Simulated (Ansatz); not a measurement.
Cost and result by functional for the adsorption energy of F on the 1x1 (111) surface of fcc Ag, one in a 2x2 cell, started at the site 'hollow Ag-Ag-Ag over Ag at depth 4.7 Å', in Ansatz (plane waves, PAW). Single points on the PBE structure, on one kind of machine; costs are rough ratios of the slab run's core time (references not counted) to the cheapest single point. r2SCAN's cost holds its higher cutoff (500 against 420 eV). Differences are taken against r2SCAN for comparison alone: no measured value is at hand, so the table doesn't rank accuracy.

Set-up: 17 atoms, 7.1 Å thick at the start under the adsorbate (thin: gaps and levels are the slab's own); mesh 6x6x1; 0.1 eV smearing; dipole correction on; 8 atoms held, the rest relaxed; held to the start's symmetry, so lower structures may exist; no spin, no spin-orbit, no U, no dispersion correction. At the end it is bonded to 3 Ag. In PBE it is, or lies within 0.03 eV of, the lowest of the starts that converged. These notes are the PBE run's. Adsorption energies are against ½ F2(g). A negative adsorption energy means that the adsorbate is more stable on the surface than in its reference.

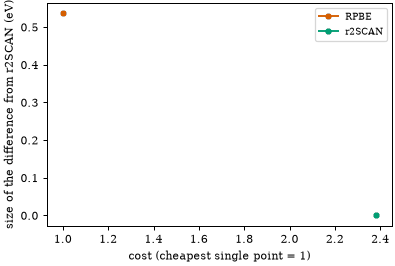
Figure: Difference from r2SCAN against cost

| functional | relative cost | adsorption energy (eV) | less r2SCAN (eV) |
|---|---|---|---|
| RPBE | 1 | -2.27 | 0.54 |
| r2SCAN | 2 | -2.81 | 0.00 |
| PBE (the relaxed run's value) | – | -2.42 | 0.38 |

The values span 0.54 eV, while the single points' costs differ by a factor of roughly 2. Differences are of unrounded values.

Ansatz is a quantum-chemistry and plane-wave program.
